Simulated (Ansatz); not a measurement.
```xyz
20

Si   -0.5765   -0.3138   -0.0347
Si    0.7829   -0.9833    1.7598
Si   -2.8245   -0.4596    0.6220
Si   -0.2019   -1.7331   -1.8574
O    -0.1963    1.2387   -0.5631
H     2.1283    2.5707    0.4018
Cl    1.5438    2.9860    1.5304
H     1.5184    1.5687   -1.1908
O     2.4333    1.8792   -1.0508
H     2.2220   -0.8163    1.4259
H     0.4688   -0.2150    2.9932
H     0.5054   -2.4251    2.0119
H    -3.1125    0.5114    1.7133
H    -3.0842   -1.8360    1.1265
H    -3.7421   -0.1831   -0.5163
H    -0.5047   -3.1265   -1.4329
H     1.2168   -1.6592   -2.3016
H    -1.0811   -1.3765   -3.0037
H    -0.1375    1.8988    0.1427
H     2.6414    2.4740   -1.7757
```

The reactant side of a reaction path; geometry: PBE0-D4/def2-TZVP.

Level of theory: RKS PBE0-D4/def2-TZVPP (Ansatz).

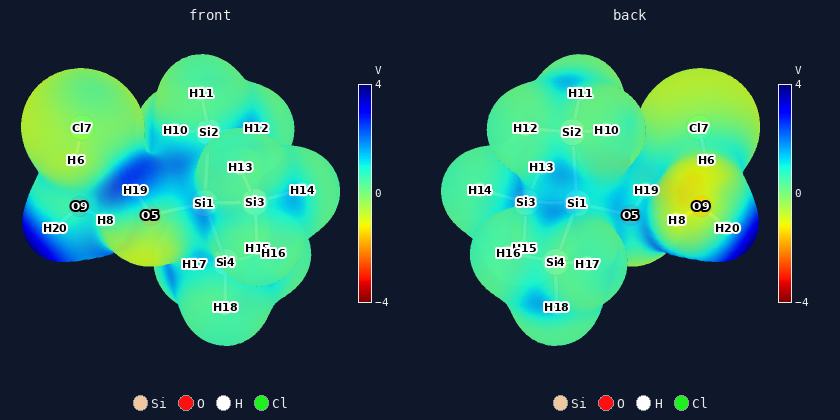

H10OSi4···HCl···H2O. The molecular electrostatic potential painted on the density surface at 0.004 e/bohr³, seen from the front and from behind; the colour scale runs from red (negative) to blue (positive).

### Where is the surface potential most negative and most positive?

The most negative region (about −1.2 V, or −28 kcal/mol for a unit charge) lies over O9, the most positive (about +3.6 V, or +83 kcal/mol for a unit charge) over H20. O9 is the likeliest acceptor of a hydrogen bond.
